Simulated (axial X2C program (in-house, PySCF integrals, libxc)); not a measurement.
Relativistic diatomic calculation, with input and output: TiP⁻

TiP⁻, single determinant with Ω = 3 (not the lowest found). The distance is the PBE0 minimum at charge −1. Computed at this level: expectation values, HF and Kohn-Sham, two-component X2C with atomic mean-field Coulomb and Gaunt terms, Ti dyall-acv3z, P dyall-av3z (cores contracted) (axial X2C program (in-house, PySCF integrals, libxc)).

Summary:

| quantity | value |
| --- | --- |
| outcome | converged; the levels of theory disagree widely |
| hardware | 1 thread of Arm Neoverse V2, 24 GiB of memory available, shared host |
| wall time | 6 s |
| peak memory | 0.35 GiB |

Input:
```
{"zs": [22, 15], "q": -1, "bas": ["dyall-acv3z", "dyall-av3z"], "r0": 2.19, "levels": ["PBE0", "HF", "TPSSh", "BHandHLYP", "LDA"], "nst": 3}
```

The line is the task of a batch: nuclear charges, charge, bases, the levels to run, a first guess of the distance and further settings. This report covers the levels named above. The log is that of the reference distance.

The run was one of a batch that the task file lists, launched with:
```bash
python <driver script> task.json out
```

Output:
```
two-component X2C + atomic mean field  PBE0
basis functions 187  fitting functions 1028  grid points 5079
iter        total energy     max residual
   1      -1191.195490321     3.16e+00
   2      -1192.665860109     2.91e+00
   3      -1193.585343597     2.59e+00
   4      -1194.632155270     1.67e+00
   5      -1194.963798332     8.34e-01
   6      -1195.317533493     2.53e-01
   7      -1195.365666509     2.09e-01
   8      -1195.397234838     7.90e-02
   9      -1195.404846806     8.32e-02
  10      -1195.409733746     4.09e-02
  11      -1195.410278612     5.03e-02
  12      -1195.412151256     1.82e-02
  13      -1195.412542887     1.48e-02
  14      -1195.412939268     9.01e-03
  15      -1195.413242917     1.37e-02
  16      -1195.413398822     3.89e-03
  17      -1195.413488928     3.89e-03
  18      -1195.413598216     3.17e-03
  19      -1195.413672909     2.50e-03
  20      -1195.413731254     2.33e-03
  21      -1195.413769228     2.22e-03
  22      -1195.413794579     1.25e-03
  23      -1195.413809735     1.58e-03
  24      -1195.413818797     2.00e-03
  25      -1195.413824938     8.07e-04
  26      -1195.413828283     5.37e-04
  27      -1195.413829895     4.74e-04
  28      -1195.413830511     2.50e-04
  29      -1195.413830775     1.15e-04
  30      -1195.413830916     8.48e-05
  31      -1195.413831007     7.36e-05
  32      -1195.413831048     5.05e-05
  33      -1195.413831062     4.01e-05
  34      -1195.413831072     3.87e-05
  35      -1195.413831083     2.67e-05
  36      -1195.413831088     1.96e-05
  37      -1195.413831090     2.80e-05
  38      -1195.413831092     2.11e-05
  39      -1195.413831093     1.17e-05
  40      -1195.413831093     1.70e-05
  41      -1195.413831094     6.48e-06
converged
one-electron -1812.85466694  Coulomb 601.87912407  exact exchange -16.03088875  xc functional -49.50357007  nuclear repulsion 81.33604080  atomic mean-field constant -0.23987020
```

Expectation values by level of theory:

| quantity | PBE0 | HF | TPSSh | BHandHLYP | LDA |
| --- | --- | --- | --- | --- | --- |
| effective field for an electron dipole moment (GV/cm) | −0.448 | −0.798 | −0.421 | −0.609 | −0.341 |
| field gradient at the first nucleus (a.u.) | −0.206 | −0.456 | −0.308 | 0.00330 | −0.442 |
| field gradient at the second nucleus (a.u.) | −0.248 | 0.896 | −0.258 | 0.479 | −0.350 |
| A∥/gI, first nucleus (MHz) | 147 | 117 | 142 | 151 | 172 |
| A∥/gI, second nucleus (MHz) | 6.92 | −38.1 | 7.13 | −10.6 | 12.3 |

Each column comes from one determinant with 2 or more unpaired spinors, which can mix states, in a basis with contracted cores. The levels disagree widely: the effective field runs from −0.798 to −0.341 GV/cm, A∥/gI at the second nucleus runs from −38.1 to 12.3 MHz, the field gradient at the first nucleus runs from −0.456 to 0.00330 a.u. and the field gradient at the second nucleus runs from −0.350 to 0.896 a.u. They may not all have settled in the same state, and these values aren't reliable properties of the molecule.

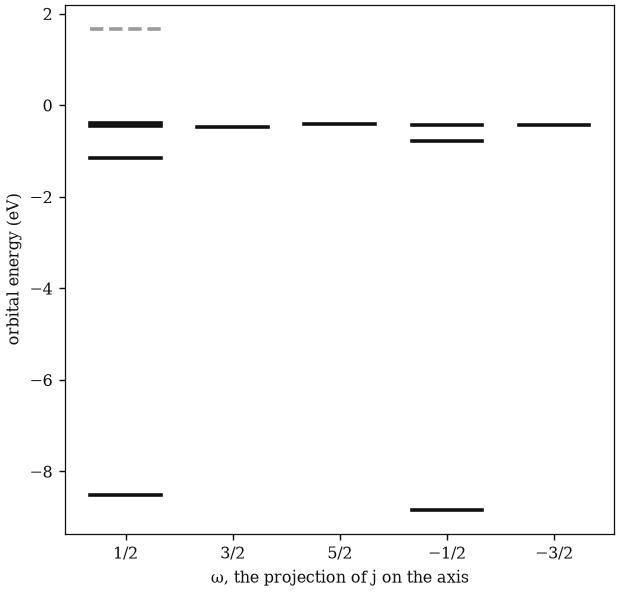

*Orbital energies (PBE0) near the frontier at 2.15 Å, filled (solid) and empty (dashed).*

The highest filled spinor (1/2; 42 % Ti s, 30 % Ti d) lies at −0.39 eV, the lowest empty one (1/2; 80 % Ti p, 16 % Ti s) at 1.66 eV.
